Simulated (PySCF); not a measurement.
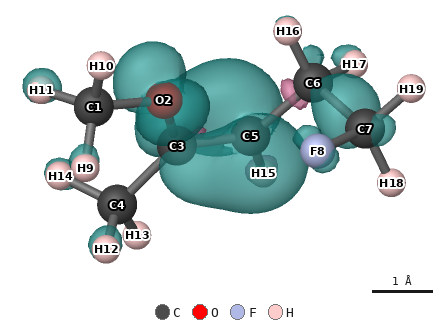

Figure 1: C₆H₁₁FO (SMILES CO[C+](C)[CH]CCF) (charge +1, doublet). Isosurfaces of the spin density (α minus β) at +0.02 (teal) and −0.02 e/Å³ (pink), seen at an oblique angle.

Geometry: GFN2-xTB.

Theory: UKS B3LYP, pcH-1 on C F H O, non-relativistic, mean-field spin-orbit, GIAO (PySCF 2.14.0, density-fitted response routines).

```tsv
atom	x (Å)	y (Å)	z (Å)
C	-2.1905	0.8998	0.7988
O	-0.8854	0.7442	0.2977
C	-0.4982	-0.3518	-0.2980
C	-1.4240	-1.4802	-0.5244
C	0.8394	-0.4075	-0.6984
C	1.8016	0.6505	-0.3823
C	2.4106	0.3940	1.0317
F	1.4143	0.4229	1.9552
H	-2.4459	0.1044	1.5052
H	-2.2088	1.8633	1.3061
H	-2.9273	0.8951	-0.0113
H	-1.7907	-1.8666	0.4310
H	-0.9447	-2.2887	-1.0663
H	-2.3060	-1.1506	-1.0791
H	1.1910	-1.3078	-1.1796
H	1.3161	1.6274	-0.3419
H	2.6360	0.6542	-1.0829
H	2.8884	-0.5878	1.0875
H	3.1145	1.1945	1.2739
```

**Where is the unpaired spin?**

The unpaired spin (1 electron) lies mostly on C5 (about 0.4), O2 (about 0.2) and C3 (about 0.2), in electrons by Hirshfeld's partition.
